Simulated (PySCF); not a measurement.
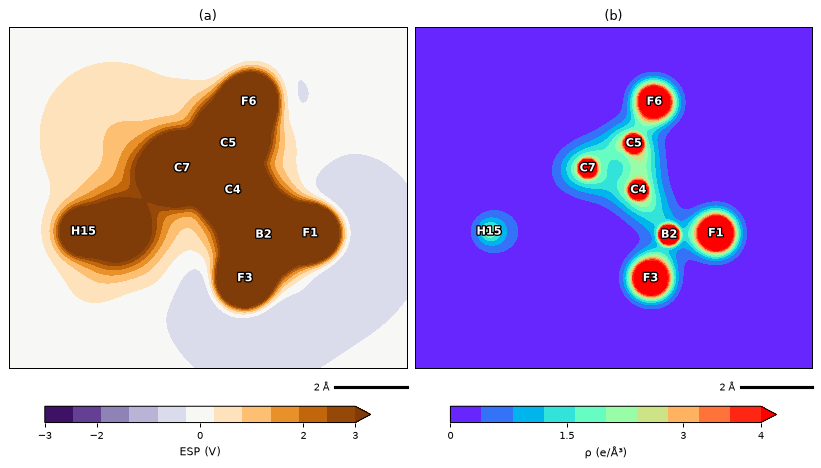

*C4H6BF3Si (SMILES FB(F)C1=C(F)[C@H]1C[SiH3]). (a) molecular electrostatic potential; (b) total electron density on the plane of atoms F1, B2 and C4.*

Geometry: GFN2-xTB.

The calculation used CAM-B3LYP/def2-SVPD, SCF density, gas phase (PySCF 2.14.0).

```xyz
15

F     3.4968    1.0793    0.7880
B     2.2852    1.0487    0.2642
F     1.8361    2.2216   -0.1423
C     1.4812   -0.2294    0.1322
C     1.3236   -1.5156    0.3502
F     1.7919   -2.6123    0.8934
C     0.1893   -0.9144   -0.3664
C    -1.1286   -0.6533    0.3235
Si   -1.9925    0.9095   -0.3547
H     0.0987   -1.0942   -1.4345
H    -0.9565   -0.5480    1.3958
H    -1.7763   -1.5225    0.1909
H    -3.2321    1.0954    0.4028
H    -1.1098    2.0609   -0.2021
H    -2.3114    0.6824   -1.7666
```

Read the bonding off the picture.

Answer. Atoms in the plane: F, B, C and H. C–F (1.31 Å): the density is about 2.5 e/Å³ at the midpoint. C–C (1.31 Å): the density is about 2.2 e/Å³ at the midpoint. B–F (1.32 Å): ρ at the midpoint is about 2.2 e/Å³. C–B (1.52 Å): the density is about 1.5 e/Å³ at the midpoint. C–C (1.47 Å): the density is about 1.7 e/Å³ at the midpoint. Outside the dense part of the molecule the potential is most negative (−0.8 V) near F1.
